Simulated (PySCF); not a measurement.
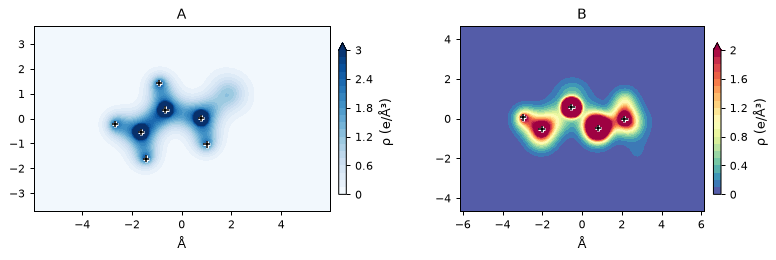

The electron density of 2 systems, each on a plane through atoms (crosses mark nuclei in the plane).

Theory: PBE0/pcSseg-1, SCF density, gas phase, non-relativistic in PySCF.

System 1: C₆H₉P, the plane of atoms C3, C2 and H10. Geometry: PBE0-D3(BJ)/def2-SVP.

```json
{"atom": "C", "x (Å)": "-2.9361", "y (Å)": "0.4569", "z (Å)": "-0.9814"}
{"atom": "C", "x (Å)": "-1.8712", "y (Å)": "0.7399", "z (Å)": "-0.2265"}
{"atom": "C", "x (Å)": "-0.9425", "y (Å)": "-0.2607", "z (Å)": "0.3266"}
{"atom": "P", "x (Å)": "-0.4499", "y (Å)": "-0.0934", "z (Å)": "2.1392"}
{"atom": "C", "x (Å)": "0.5022", "y (Å)": "0.0863", "z (Å)": "0.5296"}
{"atom": "C", "x (Å)": "1.5528", "y (Å)": "-0.8782", "z (Å)": "0.1683"}
{"atom": "C", "x (Å)": "2.7828", "y (Å)": "-0.5577", "z (Å)": "-0.2430"}
{"atom": "H", "x (Å)": "-3.5874", "y (Å)": "1.2478", "z (Å)": "-1.3592"}
{"atom": "H", "x (Å)": "-3.1928", "y (Å)": "-0.5737", "z (Å)": "-1.2461"}
{"atom": "H", "x (Å)": "-1.6505", "y (Å)": "1.7868", "z (Å)": "0.0178"}
{"atom": "H", "x (Å)": "-1.1361", "y (Å)": "-1.2898", "z (Å)": "0.0037"}
{"atom": "H", "x (Å)": "-0.1549", "y (Å)": "-1.4834", "z (Å)": "2.3048"}
{"atom": "H", "x (Å)": "0.7600", "y (Å)": "1.1336", "z (Å)": "0.3299"}
{"atom": "H", "x (Å)": "1.2746", "y (Å)": "-1.9362", "z (Å)": "0.2591"}
{"atom": "H", "x (Å)": "3.1033", "y (Å)": "0.4838", "z (Å)": "-0.3434"}
{"atom": "H", "x (Å)": "3.5131", "y (Å)": "-1.3306", "z (Å)": "-0.4929"}
```

System 2: C₅H₁₄OSi (SMILES [H][Si](C)(C)OC(C)C), the plane of atoms C7, Si1 and O11. Geometry: PBE0-D3(BJ)/def2-SVP.

```xyz
21

Si    0.6258    1.2647    0.0175
H     0.9956    1.5653    1.4424
C     2.1413    0.5915   -0.8572
H     2.9591    1.3301   -0.8407
H     1.9161    0.3541   -1.9090
H     2.5132   -0.3248   -0.3723
C    -0.0390    2.7886   -0.8273
H    -0.2868    2.5729   -1.8781
H     0.7010    3.6040   -0.8087
H    -0.9531    3.1414   -0.3264
O    -0.6207    0.1502    0.0133
C    -0.5801   -1.0971    0.6779
C    -0.3863   -2.2097   -0.3386
C    -1.8605   -1.2553    1.4759
H     0.2745   -1.1183    1.3870
H    -1.2127   -2.2005   -1.0665
H    -0.3608   -3.1956    0.1504
H     0.5556   -2.0758   -0.8913
H    -1.9593   -0.4412    2.2087
H    -2.7288   -1.2126    0.8001
H    -1.8811   -2.2156    2.0133
```

**Match each panel to its system.**

Panel A is system 1, C₆H₉P: the plane holds C and H. C–C (1.34 Å): ρ at the midpoint is about 2.3 e/Å³. Panel B is system 2, C₅H₁₄OSi: the plane holds Si, C, H and O. C–O (1.41 Å): ρ is about 2 e/Å³ halfway, with its minimum of 1.7 e/Å³ about 0.5 Å from C.
